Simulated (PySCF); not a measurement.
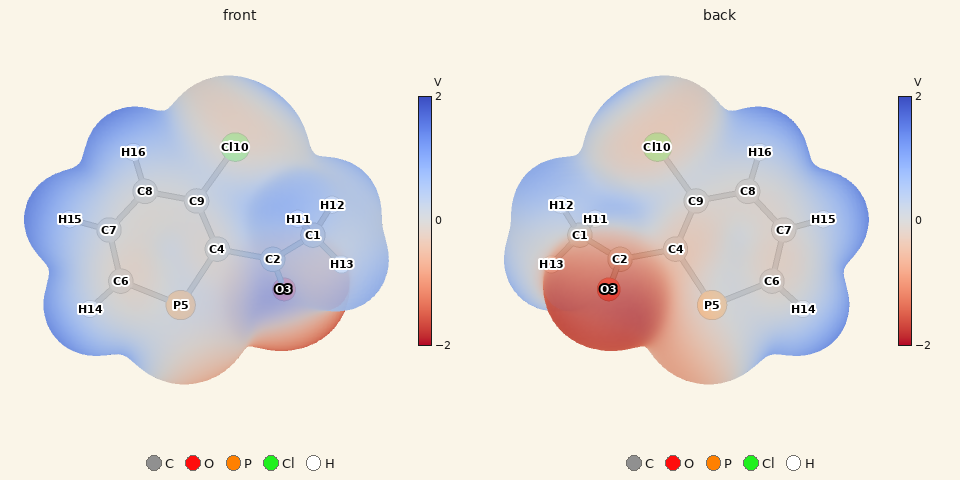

Figure 1: C₇H₆ClOP. The molecular electrostatic potential painted on the density surface at 0.002 e/bohr³, seen from the front and from behind; red is negative and blue positive.

Geometry: PBE0-D3(BJ)/def2-SVP.

Computed with PBE0/pcSseg-1, SCF density, gas phase, non-relativistic in PySCF.

```xyz
16

C    -2.6653    0.0979   -0.7187
C    -1.7628   -0.6390    0.2405
O    -2.1986   -1.4916    0.9788
C    -0.2765   -0.3910    0.2136
P     0.6488   -1.8847    0.2548
C     2.2651   -1.2732    0.2088
C     2.6201    0.0730    0.1870
C     1.6895    1.1055    0.1951
C     0.3107    0.8735    0.2019
Cl   -0.6878    2.3052    0.2672
H    -2.1247    0.5936   -1.5345
H    -3.2331    0.8621   -0.1674
H    -3.3862   -0.6294   -1.1178
H     3.0674   -2.0188    0.2077
H     3.6805    0.3435    0.1712
H     2.0318    2.1417    0.2054
```

Describe the electrostatic potential map.

Answer. The most negative region (about −1.7 V) lies over O3, the most positive (about +1.3 V) over H15 and H16. Cl10 shows a σ-hole: about +0.7 V at the tip opposite its bond, against about 0.0 V on its flanks. O3 is the likeliest acceptor of a hydrogen bond.

How polar is the molecule by this calculation?

Answer. Its dipole moment is 3.55 D.
